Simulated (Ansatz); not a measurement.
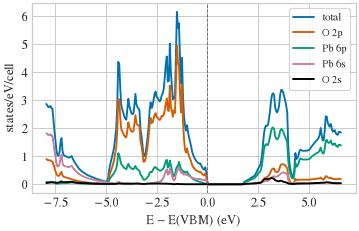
Fig. 1. Total and projected density of states of PbO in space group P4/nmm (No. 129; Pb on 2c, O on 2a), plane-wave PAW r²SCAN+D4 (Ansatz code)

Which orbitals carry the states next to the gap?

Top 1 eV of the valence band: O 2p 60 %, Pb 6s 22 %, Pb 6p 16 %. Bottom 1 eV of the conduction band: Pb 6p 71 %, O 2s 9 %, O 2p 7 %, Pb 6s 7 %, outside the projected shells 6 %. Projections are on Löwdin-orthogonalised atomic valence shells; empty p or d shells of many metals are not among them.

Where is the tallest occupied peak in this window, and what makes it?

Near -1.5 eV, about 6.2 states/eV per cell; the largest projected share is O 2p.

The cell was relaxed with r²SCAN+D4 under the symmetry of its start; of distortions, only those at the zone centre were tested. Spin–orbit coupling is left out wherever it is not named.

Potentials: the later of the program's two PAW sets.
